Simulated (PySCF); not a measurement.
Molecule: SMILES B[SiH2]S (H5BSSi), singlet. Atoms near the plane z = 0.0 Å, at the PBE/def2-SVP optimised geometry (x, y, z in Å): B1 (1.6, -0.7, 0.0), Si2 (-0.4, -0.7, 0.0), S3 (-0.9, 1.4, 0.0), H4 (2.2, -0.7, 1.0), H5 (2.2, -0.7, -1.0), H8 (-2.2, 1.2, 0.0).

Method: PBE/def2-TZVP (PySCF). Cells within 0.4 Å of a nucleus heavier than hydrogen are left out (blank, or x). The values are rescaled to run from 0 to 1.

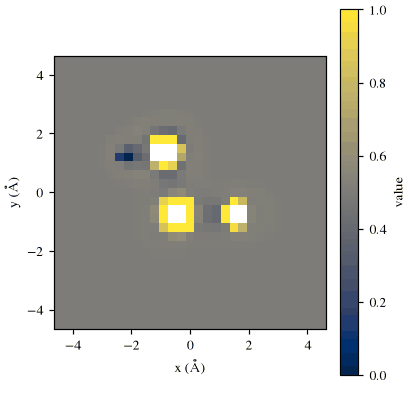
Figure: a field on the plane z = 0.0 Å.

### Question
Which quantity is mapped?
A) log10 of the electron density
B) deformation density (molecule minus spherical neutral atoms)
C) Laplacian of the electron density
D) an orbital amplitude

### Answer
C, Laplacian of the electron density. In full: Laplacian of the electron density (e/bohr⁵), clipped to [-1.50, 1.50].
